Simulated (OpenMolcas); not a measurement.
# A workflow on C3H12GaN (SMILES C[Ga-](C)(C)[NH3+]), part 3 of 3

OpenMolcas 26.06.

### 6 An energy scan at MC-PDFT[tPBE](2,2)/ANO-RCC-VDZP (DKH2, RICD fitting) (run 5)

Input file step5.input:

```
* C3H12GaN MC-PDFT
>>> EXPORT MOLCAS_PRINT=2
>>> COPY $CurrDir/step2.RasOrb $Project.RasOrb
>>> ForEach K in (1, 2, 3, 4, 5, 6, 7, 8, 9)
&gateway
coord=$CurrDir/point$K.xyz
basis=ANO-RCC-VDZP
group=NoSym
ricd
&seward
&rasscf
fileorb=$Project.RasOrb
spin=1
nactel=2 0 0
inactive=33
ras2=2
orblisting=Nothing
&mcpdft
ksdft=T:PBE
>>> EndDo
```

The run is started by

```console
$ export MOLCAS_MEM=1860
$ pymolcas step5.input > step5.log
```

Standard output:

```text
--- Start Module: gateway ---

                                              &GATEWAY

                       available to each process: 1.9 GB of memory, 1 thread

++    Symmetry information:
      ---------------------

                    Character Table for C1

                             E
                    a        1  x, y, xy, Rz, z, xz, Ry, yz, Rx, I
--

++    Basis set information:
      ----------------------

      Basis set label: C.ANO-RCC...3S2P1D.

      Electronic valence basis set:
      ------------------
      Associated Effective Charge   6.000000 au
      Associated Actual Charge      6.000000 au
      Nuclear Model: Point charge

      Shell  nPrim  nBasis  Cartesian Spherical Contaminant
         s      14       3        X
         p       9       2        X
         d       4       1                 X

      Basis set label: GA.ANO-RCC...5S4P2D.

      Electronic valence basis set:
      ------------------
      Associated Effective Charge  31.000000 au
      Associated Actual Charge     31.000000 au
      Nuclear Model: Point charge

      Shell  nPrim  nBasis  Cartesian Spherical Contaminant
         s      20       5        X
         p      17       4        X
         d      11       2                 X

      Basis set label: C.ANO-RCC...3S2P1D.

      Electronic valence basis set:
      ------------------
      Associated Effective Charge   6.000000 au
      Associated Actual Charge      6.000000 au
      Nuclear Model: Point charge

      Shell  nPrim  nBasis  Cartesian Spherical Contaminant
         s      14       3        X
         p       9       2        X
         d       4       1                 X

      Basis set label: N.ANO-RCC...3S2P1D.

      Electronic valence basis set:
      ------------------
      Associated Effective Charge   7.000000 au
      Associated Actual Charge      7.000000 au
      Nuclear Model: Point charge

      Shell  nPrim  nBasis  Cartesian Spherical Contaminant
         s      14       3        X
         p       9       2        X
         d       4       1                 X

      Basis set label: H.ANO-RCC...2S1P.

      Electronic valence basis set:
      ------------------
      Associated Effective Charge   1.000000 au
      Associated Actual Charge      1.000000 au
      Nuclear Model: Point charge

      Shell  nPrim  nBasis  Cartesian Spherical Contaminant
         s       8       2        X
         p       4       1        X
--

++    Molecular structure info:
      -------------------------

                    ************************************************
                    **** Cartesian Coordinates / bohr, angstrom ****
                    ************************************************

     Center  Label                x              y              z                     x              y              z
        1      C1              -1.296581       1.377635      -3.544168             -0.686121       0.729013      -1.875493
        2      GA2              0.366737      -0.368359      -0.645574              0.194069      -0.194927      -0.341623
        3      C3               3.903624       0.617511       0.212022              2.065709       0.326773       0.112197
[... 13 lines of this table left out ...]
       17      H17             -1.231555       3.467124       2.363569             -0.651711       1.834723       1.250747

                    *************************************************
                    **** InterNuclear Distances / bohr, angstrom ****
                    *************************************************

     Atom centers         bohr        angstrom
    6 H6        1 C1      1.861381        0.985000
   15 H15       5 N5      1.915085        1.013420
   16 H16       5 N5
   17 H17       5 N5
   10 H10       3 C3      2.067475        1.094061
   13 H13       4 C4
    7 H7        1 C1      2.067921        1.094297
    8 H8        1 C1
    9 H9        3 C3
   11 H11       3 C3
   12 H12       4 C4
   14 H14       4 C4
   16 H16      15 H15     3.101542        1.641265
   17 H17      15 H15
   17 H17      16 H16     3.101570        1.641280
    8 H8        6 H6      3.157544        1.670900
    7 H7        6 H6      3.157564        1.670911
   10 H10       9 H9      3.320609        1.757191
   14 H14      13 H13     3.320638        1.757206
   11 H11      10 H10     3.320658        1.757216
   13 H13      12 H12
    8 H8        7 H7      3.347208        1.771266
   11 H11       9 H9
   14 H14      12 H12
    2 GA2       1 C1      3.770540        1.995284
    3 C3        2 GA2
    4 C4        2 GA2
    5 N5        2 GA2     4.128586        2.184753
    6 H6        2 GA2     4.749787        2.513479
   10 H10       2 GA2     4.889760        2.587549
   13 H13       2 GA2
    8 H8        2 GA2     4.939266        2.613747
    9 H9        2 GA2
    7 H7        2 GA2     4.939284        2.613757
   12 H12       2 GA2     4.939310        2.613771
   11 H11       2 GA2     4.939375        2.613805
   14 H14       2 GA2
   15 H15       2 GA2     5.130062        2.714712
   16 H16       2 GA2     5.130322        2.714850
   17 H17       2 GA2     5.130342        2.714860
--

            Nuclear Potential Energy            393.76797988 au

--- Stop Module: gateway /rc=_RC_ALL_IS_WELL_ ---
--- Module gateway spent 3 seconds ---

--- Start Module: seward ---

                                              &SEWARD

                       available to each process: 1.9 GB of memory, 1 thread

[... 133 lines left out ...]
      Convergence after 12 iterations
[... 12 lines left out ...]
      conf/sym  11     Coeff  Weight
[... 14 lines left out ...]
      RASSCF energy for state  1                  -2117.34432216
[... 47 lines left out ...]
      Dipole Moment (debye):
[... 126 lines left out ...]
      Wave function energy weight                0.00
[... 281 lines left out ...]
      Nuclear repulsion energy =  393.16943566
[... 90 lines left out ...]
      printout of CI-coefficients larger than  0.05 for root  1
[... 9 lines left out ...]
      *                                                    Final results                                                     *
[... 19 lines left out ...]
::    RASSCF root number  1 Total energy:  -2117.35548915
[... 105 lines left out ...]
      Spin density orbitals for root   1 are written to the SPDORB.1 file
[... 117 lines left out ...]
      Total MCPDFT energy for state   1                                 -2119.70640871
[... 299 lines left out ...]
      Convergence after 11 iterations
[... 12 lines left out ...]
      conf/sym  11     Coeff  Weight
[... 14 lines left out ...]
      RASSCF energy for state  1                  -2117.35159493
[... 47 lines left out ...]
      Dipole Moment (debye):
[... 126 lines left out ...]
      Wave function energy weight                0.00
[... 281 lines left out ...]
      Nuclear repulsion energy =  391.92501181
[... 90 lines left out ...]
      printout of CI-coefficients larger than  0.05 for root  1
[... 9 lines left out ...]
      *                                                    Final results                                                     *
[... 19 lines left out ...]
::    RASSCF root number  1 Total energy:  -2117.33244896
[... 105 lines left out ...]
      Spin density orbitals for root   1 are written to the SPDORB.1 file
[... 117 lines left out ...]
      Total MCPDFT energy for state   1                                 -2119.68053544
[... 299 lines left out ...]
      Convergence after 12 iterations
[... 12 lines left out ...]
      conf/sym  11     Coeff  Weight
[... 14 lines left out ...]
      RASSCF energy for state  1                  -2117.30019674
[... 47 lines left out ...]
      Dipole Moment (debye):
[... 126 lines left out ...]
      Wave function energy weight                0.00
[... 280 lines left out ...]
      Nuclear repulsion energy =  390.25175388
[... 90 lines left out ...]
      printout of CI-coefficients larger than  0.05 for root  1
[... 9 lines left out ...]
      *                                                    Final results                                                     *
[... 19 lines left out ...]
::    RASSCF root number  1 Total energy:  -2117.26331745
[... 105 lines left out ...]
      Spin density orbitals for root   1 are written to the SPDORB.1 file
[... 117 lines left out ...]
      Total MCPDFT energy for state   1                                 -2119.60358366
[... 298 lines left out ...]
      Convergence after 12 iterations
[... 12 lines left out ...]
      conf/sym  11     Coeff  Weight
[... 14 lines left out ...]
      RASSCF energy for state  1                  -2117.23156012
[... 47 lines left out ...]
      Dipole Moment (debye):
[... 126 lines left out ...]
      Wave function energy weight                0.00
[... 278 lines left out ...]
      Nuclear repulsion energy =  388.41762409
[... 90 lines left out ...]
      printout of CI-coefficients larger than  0.05 for root  1
[... 9 lines left out ...]
      *                                                    Final results                                                     *
[... 19 lines left out ...]
::    RASSCF root number  1 Total energy:  -2117.20882065
[... 102 lines left out ...]
      Spin density orbitals for root   1 are written to the SPDORB.1 file
[... 117 lines left out ...]
      Total MCPDFT energy for state   1                                 -2119.53715622
[... 295 lines left out ...]
      Convergence after 11 iterations
[... 12 lines left out ...]
      conf/sym  11     Coeff  Weight
[... 14 lines left out ...]
      RASSCF energy for state  1                  -2117.19823609
[... 47 lines left out ...]
      Dipole Moment (debye):
[... 37 lines left out ...]
++    Natural Bond Order analysis
      ---------------------------
      Based on LoProp computed density
      -------------------------------------------------------------------------------------
      Atom A       Atom B       Bond Order
      -------------------------------------------------------------------------------------
      NBO located      0.997 non-bonded electrons on atom C1
      NBO located      1.002 non-bonded electrons on atom GA2
      NBO located      1.002 non-bonded electrons on atom GA2
      NBO located      0.997 non-bonded electrons on atom GA2
      NBO located      0.997 non-bonded electrons on atom GA2
      NBO located      0.997 non-bonded electrons on atom GA2
      NBO located      0.998 non-bonded electrons on atom GA2
      NBO located      0.998 non-bonded electrons on atom GA2
      NBO located      0.999 non-bonded electrons on atom GA2
      NBO located      1.000 non-bonded electrons on atom GA2
      NBO located      1.000 non-bonded electrons on atom GA2
      NBO located      1.000 non-bonded electrons on atom GA2
      NBO located      1.000 non-bonded electrons on atom GA2
      NBO located      1.000 non-bonded electrons on atom GA2
      NBO located      0.994 non-bonded electrons on atom C3
      NBO located      0.994 non-bonded electrons on atom C4
      NBO located      0.997 non-bonded electrons on atom N5
      The remaining   22.005 electrons are to be considered as diffuse
--

--

      Average orbitals are written to the RASORB file
      Natural orbitals for root   1 are written to the RASORB.1 file
      Spin density orbitals for root   1 are written to the SPDORB.1 file

--- Stop Module: rasscf /rc=_RC_ALL_IS_WELL_ ---
--- Module rasscf spent 16 seconds ---

--- Start Module: mcpdft ---

                                              &MCPDFT

                       available to each process: 1.9 GB of memory, 1 thread

 ###############################################################################
 ###    WARNING: Deprecation warning: KSDF should be replaced                ###
 ###    with FUNC keyword                                                    ###
 ###############################################################################

++    Wave function specifications:
      -----------------------------

      Number of closed shell electrons          66
      Number of electrons in active shells       2
      Max number of holes in RAS1 space          0
      Max nr of electrons in RAS3 space          0
      Number of inactive orbitals               33
      Number of active orbitals                  2
      Number of secondary orbitals             108
      Spin quantum number                      0.0
      State symmetry                             1
      Number of CSFs                             3
      Number of RASSCF root(s) available         1
--

++    Orbital specifications:
      -----------------------

      Symmetry species                           1
                                                 a
      Frozen orbitals                            0
      Inactive orbitals                         33
      Active orbitals                            2
      RAS1 orbitals                              0
      RAS2 orbitals                              2
      RAS3 orbitals                              0
      Secondary orbitals                       108
      Deleted orbitals                           0
      Number of basis functions                143
--

++    MCPDFT specifications:
      ----------------------

      Cholesky decomposition                     On
      Type of calculation                        MC-PDFT
      On-Top Functional                          T:PBE
      Exchange scaling factor                    1.00
      Correlation scaling factor                 1.00
      Wave function energy weight                0.00
--

      Numerical integration parameters
      --------------------------------
      Radial quadrature type:                         MHL
      Size of radial grid:                            75
      Lebedev angular grid:                           29
      Angular grid pruned with the crowding factor:  3.00E+00
                                 and fading factor:  6.00E+00
      Screening threshold for integral computation:   1.00E-11
      Radial quadrature accuracy:                     1.00E-25
      Maximum batch size:                             128
      AO values are stored on disk

++    DFT functional specifications:
      ------------------------------
      Using Libxc version: 6.2.2
      Please cite the following reference:
      S. Lehtola, C. Steigemann, M. J.T. Oliveira, and M. A.L. Marques.,  SoftwareX 7, 1–5 (2018) doi:10.1016/j.softx.2017.11.002

      * Perdew, Burke & Ernzerhof
        - J. P. Perdew, K. Burke, and M. Ernzerhof.,  Phys. Rev. Lett. 77, 3865 (1996) doi:10.1103/PhysRevLett.77.3865
        - J. P. Perdew, K. Burke, and M. Ernzerhof.,  Phys. Rev. Lett. 78, 1396 (1997) doi:10.1103/PhysRevLett.78.1396
      * Perdew, Burke & Ernzerhof
        - J. P. Perdew, K. Burke, and M. Ernzerhof.,  Phys. Rev. Lett. 77, 3865 (1996) doi:10.1103/PhysRevLett.77.3865
        - J. P. Perdew, K. Burke, and M. Ernzerhof.,  Phys. Rev. Lett. 78, 1396 (1997) doi:10.1103/PhysRevLett.78.1396
--
   File JOBOLD not found -- use JOBIPH.
      The MO-coefficients are taken from the file:
      JOBIPH
 Reference MC-SCF energies taken from JOBIPH

++    MC-PDFT RESULTS, STATE 0001
      ---------------------------

      MCSCF reference energy                                            -2117.19823609

      Integrated total density:                                                 68.000
      Integrated alpha density before functional transformation:                34.000
      Integrated  beta density before functional transformation:                34.000
      Integrated alpha density  after functional transformation:                34.954
      Integrated  beta density  after functional transformation:                33.046
      Integrated alpha tau     before functional transformation:                 0.000
      Integrated  beta tau     before functional transformation:                 0.000
      Integrated alpha tau      after functional transformation:                 0.000
      Integrated  beta tau      after functional transformation:                 0.000
      NOTE:
      Densities after transformation are intermediate quantities
      and should not be interpreted as real spin densities

      Exchange energy scaling factor                                          1.000000
      Correlation energy scaling factor                                       1.000000

      Integrated alpha exchange energy                                      -50.739884
      Integrated beta  exchange energy                                      -50.007004
      Integrated  correlation   energy                                       -2.628887

      Nuclear Repulsion energy                                            387.27760697
      CASSCF contribution energy                                        -2016.14751677
      On-top energy                                                      -103.37577420

      Total MCPDFT energy for state   1                                 -2119.52329097
--

::    MCPDFT root number  1 Total energy:  -2119.52329097

--- Stop Module: mcpdft /rc=_RC_ALL_IS_WELL_ ---
--- Module mcpdft spent 6 seconds ---

>>> END FOREACH

.##################.
.# Happy landing! #.
.##################.

    Timing: Wall=325.88 User=304.32 System=17.86
```

It took 5.4 min on 1 thread of AMD EPYC 7R43 (Zen 3), shared host; peak memory 0.24 GiB.

The scan, from its lowest point:

| H6–C1 (Å) | energy (kJ/mol) |
| --- | --- |
| 0.985 | 26.8 |
| 1.094 | 0.0 |
| 1.203 | 12.9 |
| 1.368 | 67.9 |
| 1.586 | 160.8 |
| 1.860 | 270.0 |
| 2.188 | 368.5 |
| 2.626 | 444.4 |
| 3.282 | 480.8 |

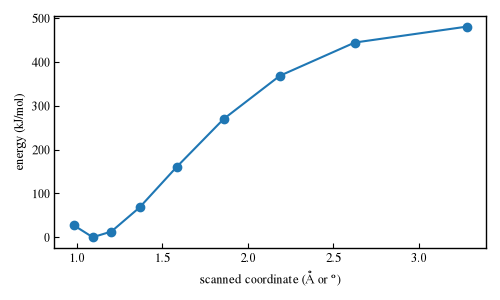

Energy along the scan.

### 7 Results

What follows sums up all 3 parts.

| quantity | value |
| --- | --- |
| run 1, HF/ANO-RCC-MB: total energy | -2117.06589 Eh |
| run 1, HF/ANO-RCC-MB: dipole moment | 5.02 D |
| run 1, HF/ANO-RCC-MB: HOMO energy | -10.44 eV |
| run 1, HF/ANO-RCC-MB: LUMO energy | 6.19 eV |
| run 1, HF/ANO-RCC-MB: HOMO–LUMO gap | 16.62 eV |
| run 2, CASSCF(2,2)/ANO-RCC-VDZP: total energy | -2117.35549 Eh |
| run 2, CASSCF(2,2)/ANO-RCC-VDZP: dipole moment (CASSCF density) | 4.53 D |
| run 3, CASPT2(2,2)/ANO-RCC-VDZP: lowest energy of the scan | -2118.28818 Eh |
| run 4, SC-NEVPT2(2,2)/ANO-RCC-VDZP: lowest energy of the scan | -2118.28553 Eh |
| run 5, MC-PDFT[tPBE](2,2)/ANO-RCC-VDZP: lowest energy of the scan | -2119.70641 Eh |

**Reading.** Mulliken charges (run 2, CASSCF(2,2)/ANO-RCC-VDZP) run from -0.27 on C3 to +1.24 on Ga2.
